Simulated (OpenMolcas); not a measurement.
Run report: InF, single-point calculation

System: InF.
Method: revPBE/def2-TZVPP, RKS (OpenMolcas 26.06).

A bond length was changed on purpose from its optimised value.

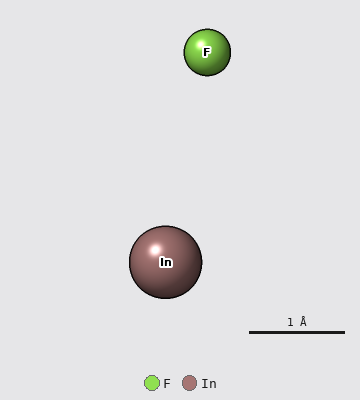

Fig. 1: The input geometry (ball-and-stick view, seen at an oblique angle). Sticks are drawn by distance; a stretched bond gets none, so the picture shows separate pieces.

The input:
```
* FIn Kohn-Sham DFT

&GATEWAY
  BasLib
  $CurrDir
  BasisSet
  F.def2-TZVPP....
  F1 0.000000 0.000000 -0.582220 angstrom
  End of Basis
  BasisSet
  In.def2-TZVPP....
  In2 0.000000 0.000000 2.009580 angstrom
  End of Basis

&SEWARD
  GridInput
  Grid=UltraFine
  End of Grid

&SCF
  KSDFT
  revPBE
  Thresholds
  1e-10 1e-07 1e-07 1e-05
  PrOrbitals
  1 2
```

Hardware: 1 thread of Arm Neoverse V1, 24 GiB of memory available, shared host.

Command:
```bash
export MOLCAS_MEM=1860
pymolcas mol.input > mol.log
```

The program's output:
```
--- Start Module: gateway ---

                                              &GATEWAY

                       available to each process: 1.9 GB of memory, 1 thread

 Basis Set     1 Label: F.DEF2-TZVPP....
 Basis set is read from library:.
 basistype.tbl is not found

 Basis Set     2 Label: IN.DEF2-TZVPP....
 Basis set is read from library:.
 basistype.tbl is not found

++    Symmetry information:
      ---------------------

                    Character Table for C1

                             E
                    a        1  x, y, xy, Rz, z, xz, Ry, yz, Rx, I
--

++    Basis set information:
      ----------------------

      Basis set label: F.DEF2-TZVPP.........

      Electronic valence basis set:
      ------------------
      Associated Effective Charge   9.000000 au
      Associated Actual Charge      9.000000 au
      Nuclear Model: Point charge

      Shell  nPrim  nBasis  Cartesian Spherical Contaminant
         s      11       5        X
         p       6       3        X
         d       2       2                 X
         f       1       1                 X

      Basis set label: IN.DEF2-TZVPP....ECP.....

      Electronic valence basis set:
      ------------------
      Associated Effective Charge  21.000000 au
      Associated Actual Charge     49.000000 au
      Nuclear Model: Point charge

      Shell  nPrim  nBasis  Cartesian Spherical Contaminant
         s      10       6        X
         p       9       5        X
         d       8       3                 X
         f       2       2                 X

      Pseudo Potential specification:
      =======================================

      Number of Core Electrons:  28

      Potential  nTerms
           H       2
         s-H       4
         p-H       6
         d-H       6

      Effective Core Potential specification:
      =======================================
--

++    Molecular structure info:
      -------------------------

                    ************************************************
                    **** Cartesian Coordinates / bohr, angstrom ****
                    ************************************************

     Center  Label                x              y              z                     x              y              z
        1      F1               0.000000       0.000000      -1.100236              0.000000       0.000000      -0.582220
        2      IN2              0.000000       0.000000       3.797556              0.000000       0.000000       2.009580
--

            Nuclear Potential Energy             38.58881580 au

--- Stop Module: gateway /rc=_RC_ALL_IS_WELL_ ---

--- Start Module: seward ---

                                              &SEWARD

                       available to each process: 1.9 GB of memory, 1 thread

               SEWARD will generate:
                  Multipole Moment integrals up to order  2
                  Kinetic Energy integrals
                  Nuclear Attraction integrals (point charge)
                  One-Electron Hamiltonian integrals modified with ECP contributions
                  Velocity integrals
                  Pseudo Potential integrals
                  Orbital angular momentum around (  0.0000   0.0000   3.1026 )
                  Velocity quadrupole around (  0.0000   0.0000   3.1026 )
                  Two-Electron Repulsion integrals

                   Integrals are discarded if absolute value <: 1.00E-14
                   Integral cutoff threshold is set to       <: 1.00E-16

            Nuclear Potential Energy             38.58881580 au

      Basis set specifications :
      Symmetry species         a
      Basis functions           81

--- Stop Module: seward /rc=_RC_ALL_IS_WELL_ ---
--- Module seward spent 1 second ---

--- Start Module: scf ---

                                                &SCF

                       available to each process: 1.9 GB of memory, 1 thread

 ###############################################################################
 ###     Minimized-density-differences option turned off!                    ###
 ###############################################################################
++    Input section:
      --------------

      Header of the integral files:

      Cartesian coordinates in angstrom:
      -----------------------------------------------------
      No.  Label        X            Y            Z
      -----------------------------------------------------
       1   F1         0.00000000   0.00000000  -0.58222000
       2   IN2        0.00000000   0.00000000   2.00958000
      -----------------------------------------------------
      Nuclear repulsion energy =   38.58881580
--

++    Orbital specifications:
      -----------------------

      Symmetry species               1
                                     a
      Frozen orbitals                0
      Occupied orbitals             15
      Secondary orbitals            66
      Deleted orbitals               0
      Total number of orbitals      81
      Number of basis functions     81
--

      Molecular charge                           0.000

      Numerical integration parameters
      --------------------------------
      Radial quadrature type:                         MHL
      Size of radial grid:                            99
      Lebedev angular grid:                           41
      Angular grid pruned with the crowding factor:  1.00E+10
                                 and fading factor:  1.00E+01
      Screening threshold for integral computation:   1.00E-11
      Radial quadrature accuracy:                     1.00E-25
      Maximum batch size:                             128
      AO values are stored on disk
      The same grid will be used for all iterations.

      DFT functional specifications
      -----------------------------
      Using Libxc version: 6.2.2
      Please cite the following reference:
      S. Lehtola, C. Steigemann, M. J.T. Oliveira, and M. A.L. Marques.,  SoftwareX 7, 1–5 (2018) doi:10.1016/j.softx.2017.11.002

      * Revised PBE from Zhang & Yang
        - Y. Zhang and W. Yang.,  Phys. Rev. Lett. 80, 890 (1998) doi:10.1103/PhysRevLett.80.890
      * Perdew, Burke & Ernzerhof
        - J. P. Perdew, K. Burke, and M. Ernzerhof.,  Phys. Rev. Lett. 77, 3865 (1996) doi:10.1103/PhysRevLett.77.3865
        - J. P. Perdew, K. Burke, and M. Ernzerhof.,  Phys. Rev. Lett. 78, 1396 (1997) doi:10.1103/PhysRevLett.78.1396

++    Optimization specifications:
      ----------------------------

      SCF Algorithm: Conventional
      D(i)-D(i-1) density differences are used
      Number of density matrices in core                 5
      Maximum number of NDDO SCF iterations            400
      Maximum number of HF SCF iterations              400
      Threshold for SCF energy change             1.00E-10
      Threshold for density matrix                1.00E-07
      Threshold for Fock matrix                   1.00E-07
      Threshold for linear dependence             1.00E-09
      Threshold at which DIIS is turned on        1.50E-01
      Maximum depth in the DIIS procedure                5
      Maximum depth in the BFGS Hessian update          30
      Threshold at which QNR/C2DIIS is turned on  7.50E-02
      Threshold for Norm(delta) (QNR/C2DIIS)      1.00E-05
      All orbitals punched on: SCFORB
--

      Input vectors read from INPORB
      Orbital file label: *Guess orbitals

++ Convergence information
                                   REVPBE     iterations: Energy and convergence statistics

Iter     Tot. REVPBE     One-elec.       Two-elec.     Energy      Max Dij or  Max Fij      DNorm      TNorm      AccCon     Time
         Energy          Energy          Energy        Change      Delta Norm                                                in Sec.
   1  -258.542221651  -547.657497520   250.526460069   0.00E+00    5.59E-01*   1.41E+01*    8.21E+01   1.45E+02   None         1.
   2  -278.432085126  -561.855580045   244.834679118  -1.99E+01*   2.88E-01*   7.18E-01*    5.87E+01   1.38E+02   EDIIS        0.
   3  -199.770493209  -500.895538713   262.536229703   7.87E+01*   3.16E-01*   3.58E-01*    1.38E+01   1.50E+02   EDIIS        0.
   4  -286.279579722  -598.033047228   273.164651704  -8.65E+01*   4.23E-01*   4.95E-01*    5.63E+00   1.52E+02   EDIIS        0.
   5  -289.607269692  -568.587548372   240.391462879  -3.33E+00*   4.42E-01*   2.25E-01*    5.20E+00   1.42E+02   EDIIS        0.
   6  -289.643021797  -589.927595894   261.695758296  -3.58E-02*   8.26E-01*   1.04E-01*    7.41E+00   1.48E+02   EDIIS        0.
   7  -288.155708602  -569.610565798   242.866041395   1.49E+00*   1.01E-01*   5.05E-02*    2.28E+00   1.41E+02   EDIIS        0.
   8  -290.061278723  -579.609534019   250.959439495  -1.91E+00*   8.81E-02*   1.61E-02*    1.33E+00   1.45E+02   c2DIIS       0.
   9  -290.060448165  -579.300692254   250.651428288   8.31E-04*   3.43E-02*   8.00E-03*    5.45E-01   1.45E+02   c2DIIS       0.
  10  -290.070795073  -579.320781258   250.661170384  -1.03E-02*   8.05E-02*   8.21E-03*    9.21E-02   1.45E+02   QNRc2DIIS    0.
  11  -290.064404583  -580.096667529   251.443447145   6.39E-03*   5.25E-02*   2.69E-02*    2.11E-01   1.45E+02   QNRc2DIIS    0.
  12  -290.071097308  -579.463459538   250.803546429  -6.69E-03*   1.62E-02*   2.41E-03*    1.49E-01   1.45E+02   QNRc2DIIS    0.
  13  -290.071269349  -579.472348922   250.812263773  -1.72E-04*   7.95E-03*   9.05E-04*    3.76E-02   1.45E+02   QNRc2DIIS    0.
  14  -290.071303999  -579.469086725   250.808966925  -3.47E-05*   2.39E-04*   2.77E-04*    1.97E-02   1.45E+02   QNRc2DIIS    0.
  15  -290.071304368  -579.468807799   250.808687630  -3.69E-07*   1.60E-03*   2.36E-04*    5.98E-04   1.45E+02   QNRc2DIIS    0.
  16  -290.071305418  -579.464988326   250.804867108  -1.05E-06*   4.66E-05*   2.76E-05*    3.89E-03   1.45E+02   QNRc2DIIS    0.
  17  -290.071305423  -579.466118499   250.805997276  -5.14E-09*   9.74E-06    1.71E-06*    4.32E-04   1.45E+02   QNRc2DIIS    0.
  18  -290.071305423  -579.466126580   250.806005356  -6.33E-11    8.20E-07    3.34E-07*    2.82E-05   1.45E+02   QNRc2DIIS    0.
  19  -290.071305423  -579.466129981   250.806008758   2.84E-13*   1.65E-07    7.14E-08     3.41E-06   1.45E+02   QNRc2DIIS    0.
  20  -290.071305423  -579.466130313   250.806009089   3.18E-12*   3.32E-08    1.16E-08     5.98E-07   1.45E+02   QNRc2DIIS    0.
  21  -290.071305423  -579.466130350   250.806009126  -2.44E-12    7.84E-09    4.92E-09     1.83E-07   1.45E+02   QNRc2DIIS    0.

       Convergence after  21 Iterations
--

 *****************************************************************************************************************************
 *                                             SCF/KS-DFT Program, Final results                                             *
 *                                                       Final Results                                                       *
 *****************************************************************************************************************************

::    Total KS-DFT energy                            -290.0713054229
      One-electron energy                            -579.4661303503
      Two-electron energy                             250.8060091265
      Nuclear repulsion energy                         38.5888158009
      Kinetic energy (interpolated)                   172.4708525090
      Virial theorem                                    1.6818569701
      Total spin, S(S+1)                                0.0000000000
      Total spin, S                                     0.0000000000
      Max non-diagonal density matrix element           0.0000000060
      Max non-diagonal Fock matrix element              0.0000000017

      All orbitals with orbital energies smaller than  E(LUMO)+0.5 are printed

++    Molecular orbitals:
      -------------------

      Title: RKS-DFT orbitals

      Molecular orbitals for symmetry species 1: a

      Basis set list:
        1 F1     1s                 18 F1     3d1-               35 IN2    1s                 52 IN2    2pz                69 IN2    4f3-
        2 F1     1s                 19 F1     3d0                36 IN2    1s                 53 IN2    3d2-               70 IN2    4f2-
        3 F1     1s                 20 F1     3d0                37 IN2    1s                 54 IN2    3d2-               71 IN2    4f2-
        4 F1     1s                 21 F1     3d1+               38 IN2    2px                55 IN2    3d2-               72 IN2    4f1-
        5 F1     1s                 22 F1     3d1+               39 IN2    2px                56 IN2    3d1-               73 IN2    4f1-
        6 F1     2px                23 F1     3d2+               40 IN2    2px                57 IN2    3d1-               74 IN2    4f0
        7 F1     2px                24 F1     3d2+               41 IN2    2px                58 IN2    3d1-               75 IN2    4f0
        8 F1     2px                25 F1     4f3-               42 IN2    2px                59 IN2    3d0                76 IN2    4f1+
        9 F1     2py                26 F1     4f2-               43 IN2    2py                60 IN2    3d0                77 IN2    4f1+
       10 F1     2py                27 F1     4f1-               44 IN2    2py                61 IN2    3d0                78 IN2    4f2+
       11 F1     2py                28 F1     4f0                45 IN2    2py                62 IN2    3d1+               79 IN2    4f2+
       12 F1     2pz                29 F1     4f1+               46 IN2    2py                63 IN2    3d1+               80 IN2    4f3+
       13 F1     2pz                30 F1     4f2+               47 IN2    2py                64 IN2    3d1+               81 IN2    4f3+
       14 F1     2pz                31 F1     4f3+               48 IN2    2pz                65 IN2    3d2+
       15 F1     3d2-               32 IN2    1s                 49 IN2    2pz                66 IN2    3d2+
       16 F1     3d2-               33 IN2    1s                 50 IN2    2pz                67 IN2    3d2+
       17 F1     3d1-               34 IN2    1s                 51 IN2    2pz                68 IN2    4f3-

  Index Energy  Occupation Coefficients ...

    1  -24.1097    2.0000          1 F1     1s     ( 0.426),     2 F1     1s     ( 0.648),

    2   -4.5132    2.0000         32 IN2    1s     ( 1.531),    33 IN2    1s     (-2.054),

    3   -2.9552    2.0000         44 IN2    2py    ( 1.079),

    4   -2.9552    2.0000         39 IN2    2px    ( 1.079),

    5   -2.9490    2.0000         49 IN2    2pz    ( 1.082),

    6   -0.8845    2.0000          2 F1     1s     (-0.259),     3 F1     1s     ( 0.376),     4 F1     1s     ( 0.497),     5 F1     1s     ( 0.257),

    7   -0.7190    2.0000         65 IN2    3d2+   ( 0.893),

    8   -0.7190    2.0000         53 IN2    3d2-   ( 0.893),

    9   -0.7129    2.0000         62 IN2    3d1+   ( 0.894),

   10   -0.7129    2.0000         56 IN2    3d1-   ( 0.894),

   11   -0.7103    2.0000         59 IN2    3d0    ( 0.894),

   12   -0.3296    2.0000         32 IN2    1s     (-0.569),    33 IN2    1s     ( 0.772),    34 IN2    1s     (-0.481),    36 IN2    1s     ( 0.823),

   13   -0.2160    2.0000         12 F1     2pz    (-0.454),    13 F1     2pz    (-0.356),    14 F1     2pz    (-0.286),

   14   -0.2031    2.0000          6 F1     2px    ( 0.487),     7 F1     2px    ( 0.378),     8 F1     2px    ( 0.317),

   15   -0.2031    2.0000          9 F1     2py    ( 0.487),    10 F1     2py    ( 0.378),    11 F1     2py    ( 0.317),

   16   -0.1048    0.0000         44 IN2    2py    (-0.295),    45 IN2    2py    ( 0.343),    46 IN2    2py    ( 0.470),    47 IN2    2py    ( 0.261),

   17   -0.1048    0.0000         39 IN2    2px    (-0.295),    40 IN2    2px    ( 0.343),    41 IN2    2px    ( 0.470),    42 IN2    2px    ( 0.261),

   18   -0.0635    0.0000         36 IN2    1s     (-0.332),    49 IN2    2pz    (-0.282),    50 IN2    2pz    ( 0.344),    51 IN2    2pz    ( 0.374),
                                  52 IN2    2pz    ( 0.443),

   19    0.0586    0.0000         41 IN2    2px    ( 1.069),    42 IN2    2px    (-1.449),

   20    0.0586    0.0000         46 IN2    2py    (-1.069),    47 IN2    2py    ( 1.449),

   21    0.0718    0.0000         51 IN2    2pz    (-1.202),    52 IN2    2pz    ( 1.442),

   22    0.1163    0.0000         36 IN2    1s     ( 2.049),    37 IN2    1s     (-1.828),

   23    0.1345    0.0000         55 IN2    3d2-   ( 1.027),

   24    0.1345    0.0000         67 IN2    3d2+   (-1.027),

   25    0.1567    0.0000         58 IN2    3d1-   ( 1.046),

   26    0.1567    0.0000         64 IN2    3d1+   ( 1.046),

   27    0.1915    0.0000         36 IN2    1s     (-0.717),    37 IN2    1s     ( 0.885),    61 IN2    3d0    ( 1.232),

--

++    Molecular charges:
      ------------------

      Mulliken charges per centre and basis function type
      ---------------------------------------------------

                F1      IN2
      1s       3.9864  3.9649
      2px      1.9132  2.0667
      2pz      1.7766  2.2584
      2py      1.9132  2.0667
      3d2+     0.0000  2.0000
      3d1+     0.0002  2.0177
      3d0      0.0005  2.0102
      3d1-     0.0002  2.0177
      3d2-     0.0000  2.0000
      4f3+     0.0000  0.0000
      4f2+     0.0000  0.0000
      4f1+     0.0000  0.0023
      4f0      0.0000  0.0031
      4f1-     0.0000  0.0023
      4f2-     0.0000  0.0000
      4f3-     0.0000  0.0000
      Total    9.5901 20.4099

      N-E     -0.5901  0.5901

      Total electronic charge=   30.000000

      Total            charge=   -0.000000
--

++    Molecular properties:
      ---------------------

      Charge (e):
                      =   -0.0000
      Dipole Moment (debye):
      Origin of the operator (angstrom)=    0.0000    0.0000    1.6418
                   X=  1.7522E-15               Y= -1.3023E-15               Z=  6.3829E+00           Total=  6.3829E+00
      Quadrupole Moment (debye*angstrom):
      Origin of the operator (angstrom)=    0.0000    0.0000    1.6418
                  XX= -2.5300E+01              XY=  4.3685E-15              XZ=  4.2149E-16              YY= -2.5300E+01
                  YZ= -2.1982E-15              ZZ= -4.0321E+01
      In traceless form (debye*angstrom)
                  XX=  7.5107E+00              XY=  6.5528E-15              XZ=  6.3223E-16              YY=  7.5107E+00
                  YZ= -3.2973E-15              ZZ= -1.5021E+01
--

--- Stop Module: scf /rc=_RC_ALL_IS_WELL_ ---
--- Module scf spent 9 seconds ---

.##################.
.# Happy landing! #.
.##################.

    Timing: Wall=11.34 User=9.18 System=2.15
```

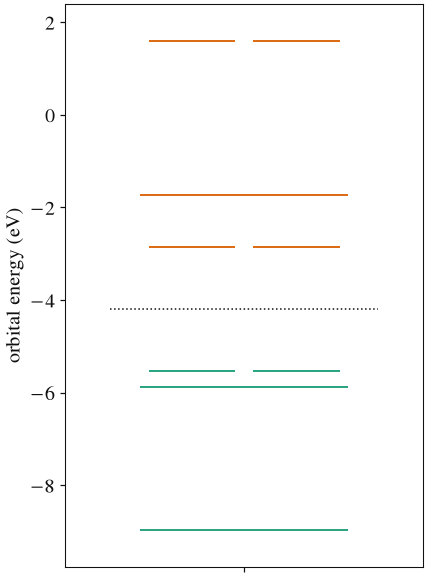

Fig. 2: Orbital energies near the frontier; the dotted line parts filled from empty levels, and levels within 0.02 eV of each other stand side by side. Highest filled −5.53 eV, lowest empty −2.85 eV, 2.68 eV apart.

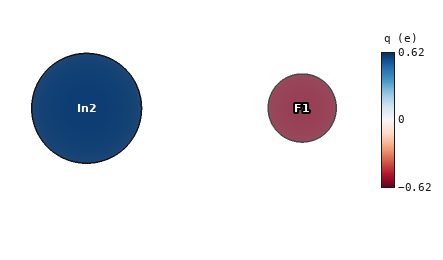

Fig. 3: Mulliken charges, as the colour of each atom (ball-and-stick view, seen at a tilt; atoms are numbered from 1 in the order of the input). By element: F −0.59 and In +0.59 e.

Summary:

```tsv
quantity	value
outcome	converged
total energy	−290.071305 hartree
basis functions	81
HOMO	−5.53 eV
LUMO	−2.85 eV
dipole moment	6.38 debye
wall time	12 s
peak memory	0.45 GiB
```
